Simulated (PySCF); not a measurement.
# GeI (charge +1): what the fields show

```xyz
2

Ge    0.0000    0.0000   -1.5204
I     0.0000    0.0000    0.8856
```

Core potentials replace the inner electrons of I.

Level of theory: PySCF 2.14.0, PBE0/def2-TZVPPD, non-relativistic Hamiltonian with scalar-relativistic core potentials where named, at a bond length of 2.406 Å.

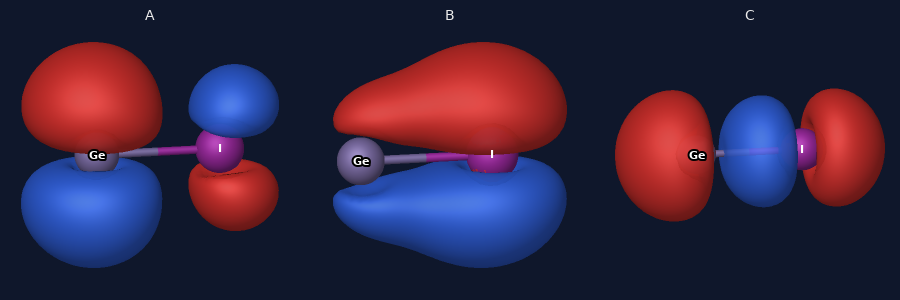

Figure 1. Three frontier orbitals, each drawn at the value that holds 80 % of its norm (red and blue are the two phases), in no order; of a degenerate pair one member is drawn.

Q: Name the orbitals and rank them from lowest to highest energy.

A: Orbital C: σ, occupied, −14.49 eV; shared between the atoms (Ge 50 %, I 50 %).
Orbital B: π, occupied, −14.22 eV; mainly on I (85 %).
Orbital A: π, empty, −9.08 eV; mainly on Ge (80 %).

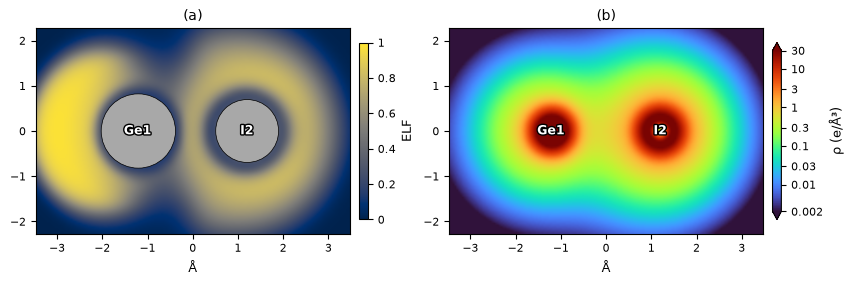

Figure 2. (a) electron localisation function; (b) electron density on a plane that holds the molecular axis. Grey discs cover the atomic cores in the ELF map.

Q: Read the bonding off the picture.

A:
- The plane passes through Ge and I nuclei.
- Ge–I (2.41 Å): ρ is about 0.69 e/Å³ halfway; the ELF peaks at about 0.70 in the valence shell of I, 1.2 Å from its nucleus, and is about 0.70 at the midpoint.
- The ELF also peaks beside I2, away from the bonds: lone-pair regions.

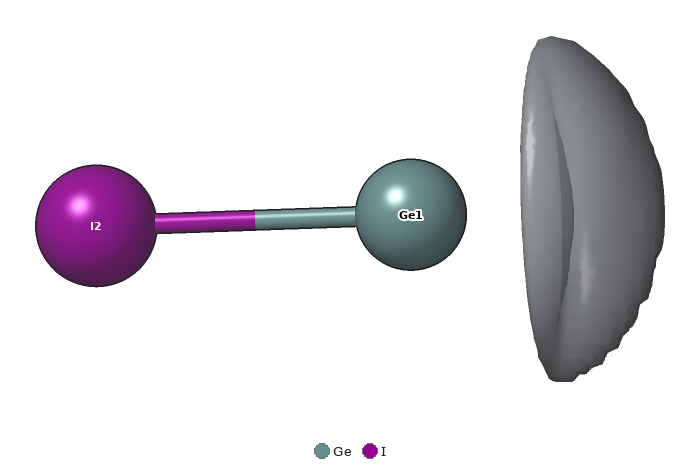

Figure 3. Isosurface of the electron localisation function at 0.9 (grey), seen from one side. Core shells and regions of very low density are left out.

Q: Identify the bonds, lone pairs and shells in this picture.

A: The ELF exceeds this value in one lobe on Ge, pointing away from the bonds (lone pairs).
